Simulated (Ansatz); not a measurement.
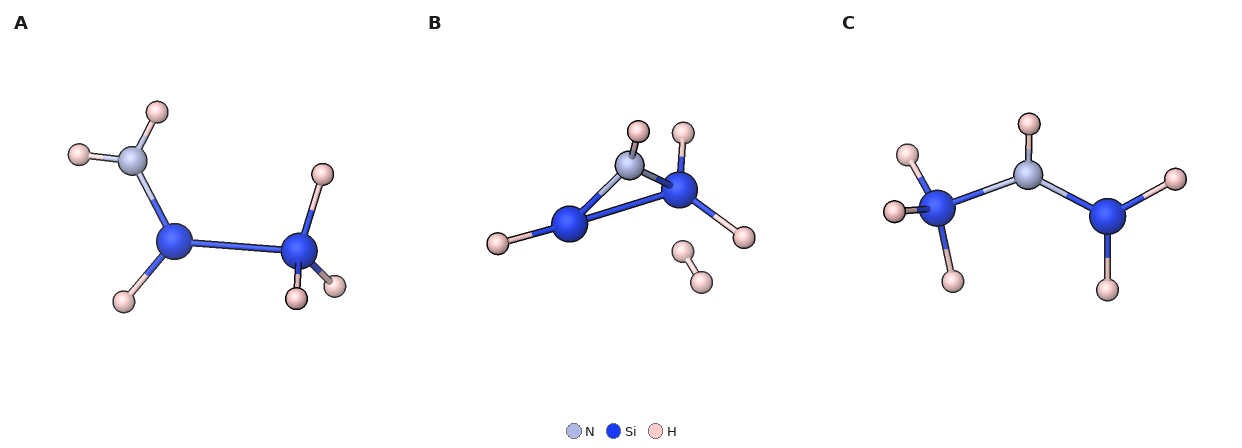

3 stationary structures of one formula. Charge +1, singlet. Geometries: PBE0-D4/def2-TZVP. Electronic energies: RHF-CCSD(T) (frozen core)/def2-TZVPP (Ansatz 0.2.0), without zero-point energy. No frequency run is at hand to confirm each as a minimum. Each is one conformer, not always the lowest.

Question: Which is lowest in energy, and by how much?

Answer: C is lowest; A lies 3.6 kcal/mol above it, B lies 45.5 kcal/mol above it.
